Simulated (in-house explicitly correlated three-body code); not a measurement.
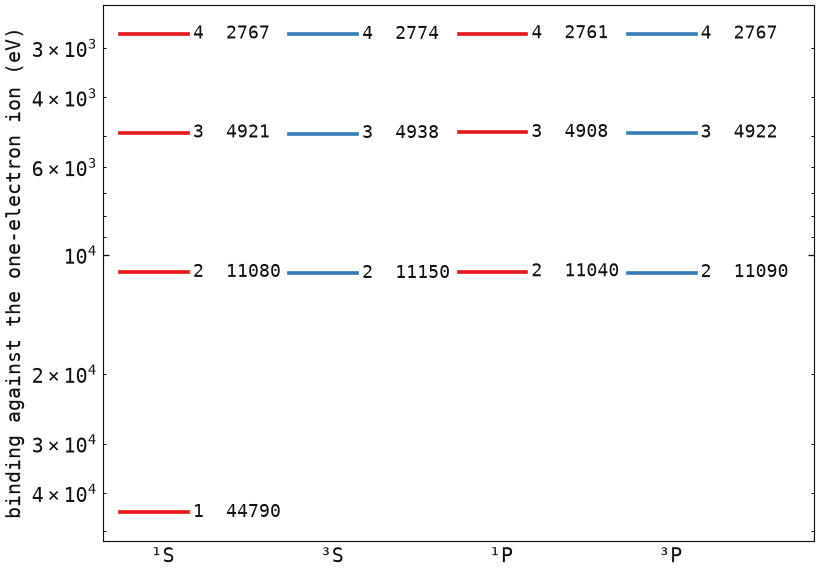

Two electrons around a point charge of unknown size. Computed variationally in 260 exponentially correlated functions with an in-house code, non-relativistic, converged to about 10⁻⁸ of the energy. The plot shows the bound S and P states that converged, by term and principal number n, on a logarithmic scale of binding.

> What is the nuclear charge?

Z = 58 (cerium). The outer electron of the excited states sees a charge of Z − 1, so they are bound by about 13.6 (Z − 1)²/n² eV. The ground state is bound by 44.79 keV. The n = 2 states drawn run, from the deepest, 2 ³S (11.15 keV), 2 ³P (11.09 keV), 2 ¹S (11.08 keV), 2 ¹P (11.04 keV). Exchange puts 2 ³S below 2 ¹S by 67.5 eV and 2 ³P below 2 ¹P by 51.6 eV. Quantum defects n − (Z − 1)/√(2 E(binding)): 2 ³S 0.009, 2 ³P 0.003, 2 ¹S 0.003, 2 ¹P −0.001.
